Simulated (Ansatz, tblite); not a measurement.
# WO2Br2 (WBr2O2): which spin state is lowest

Aim: set other spin states of WO2Br2 (WBr2O2) against its singlet, on many levels of theory.

Program: Ansatz 0.2.0, Gaussian basis. Level of theory: as each input shows. These are calculated values, not measurements.

Levels to be run: triplet, at the geometry of the singlet (GFN1-xTB, GFN2-xTB, PBE0-D4/def2-TZVP, PBE-D4/def2-TZVP, r2SCAN-D4/def2-TZVP); the singlet's energies come from earlier runs.

## (1) The geometry

The geometry is that of the singlet, from an earlier relaxation (B3LYP-D4/def2-SVP).

5 atoms, charge 0, spin multiplicity 1.

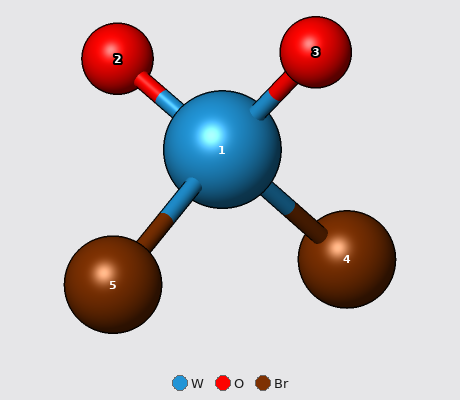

The geometry (tungsten blue, oxygen red, bromine brown); atoms are numbered from 1 in the order of the file.

Formally the metal is d0. W takes a core potential in the def2 sets. No spin-orbit coupling is included.

## (2) Triplet at the fixed geometry, GFN1-xTB

Tight binding, by tblite at 300 K electronic temperature and without a spin-polarisation term:

```python
tblite.interface.Calculator('GFN1-xTB', numbers, positions, charge=0, uhf=2).singlepoint()
```

Energy -529.6987 eV; 0.006 s.

## (3) Triplet at the fixed geometry, GFN2-xTB

Tight binding, by tblite at 300 K electronic temperature and without a spin-polarisation term:

```python
tblite.interface.Calculator('GFN2-xTB', numbers, positions, charge=0, uhf=2).singlepoint()
```

Energy -511.1053 eV; 0.01 s.

## (4) Triplet at the fixed geometry, PBE0-D4/def2-TZVP

The input, in.yaml:

```yaml
crystal:
  periodic: [false, false, false]
  atoms:
    - {symbol: W, position_ang: [0.100695, -0.000553, 0.070678]}
    - {symbol: O, position_ang: [0.150552, -0.013454, 1.774180]}
    - {symbol: O, position_ang: [1.717870, 0.006593, -0.466947]}
    - {symbol: Br, position_ang: [-0.987897, 2.038170, -0.672466]}
    - {symbol: Br, position_ang: [-0.981220, -2.030756, -0.705445]}
basis:
  gaussian: {orbitals: def2-TZVP}
magnetization: {spin_polarized: true, initial_magnetization: 2}
hamiltonian: {xc: pbe0, dispersion: d4}
scf: {omitted_lower_state_checks: [starts]}
output: {orbitals: {seedname: orbitals}}
```

The run is started by

```
$ ansatz run in.yaml --threads 4 --pin off --events-out ev --progress --plain --max-ram 3916MiB
```

Output:

```text
Functional definition: PBE0
  name "PBE0"
  cite "Adamo & Barone, J. Chem. Phys. 110, 6158 (1999) doi:10.1063/1.478522"
  cite "Perdew, Burke & Ernzerhof, Phys. Rev. Lett. 77, 3865 (1996) doi:10.1103/PhysRevLett.77.3865"
  parent pbe
  parameter a = 0.25
  parameter kappa = 0.804
  parameter beta = 0.06672455060314922
  exchange = (1 - a)*pbe_x(kappa = kappa, mu = beta*pi^2/3) + a*exact_x
  correlation = pbe_c(beta = beta)
these checks for a lower state are left out or cut short: starts
1528 factors; their error is unknown
mean field evaluation 1: about -145979.3595 eV, gradient 6.5e1 eV
mean field evaluation 2: about -145738.1700 eV, gradient 2.2e2 eV
mean field evaluation 4: about -145993.4471 eV, gradient 1.4e1 eV
mean field evaluation 8: about -145994.5194 eV, gradient 7.9e-1 eV
mean field evaluation 16: about -145995.4122 eV, gradient 2.3e-2 eV
mean field evaluation 32: about -145995.6716 eV, gradient 1.3e-1 eV
mean field -145995.67170931 eV, -5365.2419758965 hartree, gradient 3.9e-6 eV, S^2 2.025900; 0 other end points of the search recorded, 0 dependent functions left out
reference -145995.67173788 eV, -5365.2419769465 hartree; 51, 49 occupied and 147, 149 virtual orbitals, 1528 factors
Total energy: -145995.84897150 eV, -5365.2484901618 hartree
Checks for a lower state left out: starts
```

It took 37 s on 4 threads of Arm Neoverse V1, shared host; peak memory 1.5 GiB.

From the report: HOMO -5.65 eV, LUMO -7.35 eV (over both spins; with the spin held, an empty level of the minority spin lies below the top filled one); ⟨S²⟩ 2.026 (pure: 2.00).

## (5) Triplet at the fixed geometry, PBE-D4/def2-TZVP

start.molden holds the orbitals of an earlier run on this state, given as this run's starting guess.

Edit in.yaml of step 4 so:

```diff
@@ -9,5 +9,5 @@
 basis:
-  gaussian: {orbitals: def2-TZVP}
+  gaussian: {orbitals: def2-TZVP, initial_orbitals: start.molden}
 magnetization: {spin_polarized: true, initial_magnetization: 2}
-hamiltonian: {xc: pbe0, dispersion: d4}
+hamiltonian: {xc: pbe, dispersion: d4}
 scf: {omitted_lower_state_checks: [starts]}
```

Same command.

Output:

```text
Functional definition: PBE
  name "PBE"
  cite "Perdew, Burke & Ernzerhof, Phys. Rev. Lett. 77, 3865 (1996) doi:10.1103/PhysRevLett.77.3865"
  parent pbe
  parameter kappa = 0.804
  parameter beta = 0.06672455060314922
  exchange = pbe_x(kappa = kappa, mu = beta*pi^2/3)
  correlation = pbe_c(beta = beta)
these checks for a lower state are left out or cut short: starts
1378 factors; their error is unknown
mean field evaluation 1: about -145992.9402 eV, gradient 1.0e1 eV
mean field evaluation 2: about -145993.2474 eV, gradient 7.8e-1 eV
mean field evaluation 4: about -145993.3002 eV, gradient 2.1e-3 eV
mean field evaluation 8: about -145993.2620 eV, gradient 5.7e-1 eV
mean field evaluation 16: about -145993.2732 eV, gradient 2.5e-5 eV
mean field -145993.27322692 eV, -5365.1538332945 hartree, gradient 2.6e-6 eV, S^2 2.003856; 0 other end points of the search recorded, 0 dependent functions left out
reference -145993.27326535 eV, -5365.1538347067 hartree; 51, 49 occupied and 147, 149 virtual orbitals, 1378 factors
Total energy: -145993.47743053 eV, -5365.1613376389 hartree
Checks for a lower state left out: starts
```

Wall time 13 s (4 threads of Arm Neoverse V1, shared host); peak memory 0.55 GiB.

HOMO -4.12 eV, LUMO -7.88 eV (over both spins; with the spin held, an empty level of the minority spin lies below the top filled one); ⟨S²⟩ 2.004 (pure: 2.00).

## (6) Triplet at the fixed geometry, r2SCAN-D4/def2-TZVP

Edit in.yaml of step 5 so:

```diff
@@ -11,3 +11,3 @@
 magnetization: {spin_polarized: true, initial_magnetization: 2}
-hamiltonian: {xc: pbe, dispersion: d4}
+hamiltonian: {xc: r2scan, dispersion: d4}
 scf: {omitted_lower_state_checks: [starts]}
```

The command is unchanged.

Output, cut to the lines that bear on the results:

```text
Functional definition: r2SCAN
  name "r2SCAN"
  cite "Furness, Kaplan, Ning, Perdew & Sun, J. Phys. Chem. Lett. 11, 8208 (2020) doi:10.1021/acs.jpclett.0c02405"
  cite "Furness, Kaplan, Ning, Perdew & Sun, J. Phys. Chem. Lett. 11, 9248 (2020) doi:10.1021/acs.jpclett.0c03077"
  parent r2scan
[...]
1378 factors; their error is unknown
[...]
mean field -146015.29914418 eV, -5365.9632708242 hartree, gradient 2.9e-6 eV, S^2 2.011692; 0 other end points of the search recorded, 0 dependent functions left out
reference -146015.29915671 eV, -5365.9632712844 hartree; 51, 49 occupied and 147, 149 virtual orbitals, 1378 factors
Total energy: -146015.34362590 eV, -5365.9649054972 hartree
Checks for a lower state left out: starts
```

Wall time 45 s (4 threads of Arm Neoverse V1, shared host); peak memory 0.64 GiB.

HOMO -4.53 eV, LUMO -8.05 eV (over both spins; with the spin held, an empty level of the minority spin lies below the top filled one); ⟨S²⟩ 2.012 (pure: 2.00).

## (7) Triplet less singlet, vertical

The singlet's energies are those of its earlier runs, whose logs aren't repeated here.

| level | triplet less singlet, vertical (eV) | time |
| --- | --- | --- |
| GFN1-xTB | +4.468 | 0.012 s |
| GFN2-xTB | +3.841 | 0.017 s |
| PBE-D4/def2-TZVP | +3.799 | 16 s |
| r2SCAN-D4/def2-TZVP | +3.866 | 51 s |
| PBE0-D4/def2-TZVP | +3.848 | 44 s |

Times add the two runs; a level without a time comes out of a correlated run. Tight binding without a spin term can't rank spin states.

## (8) Outcome

| quantity | value |
| --- | --- |
| triplet less singlet, vertical, functionals in def2-TZVP | +3.799 (PBE-D4) to +3.866 eV (r2SCAN-D4) |

All functionals put the triplet above the singlet, over a spread of 0.067 eV. The checks for a lower triplet were left out, so another state of that spin may lie lower. The singlet here is a closed shell; an open-shell singlet can lie lower. These are electronic energies, without zero-point motion, entropy or surroundings. Spin-orbit coupling is left out too; for so heavy a metal it can shift spin gaps by tenths of an eV.
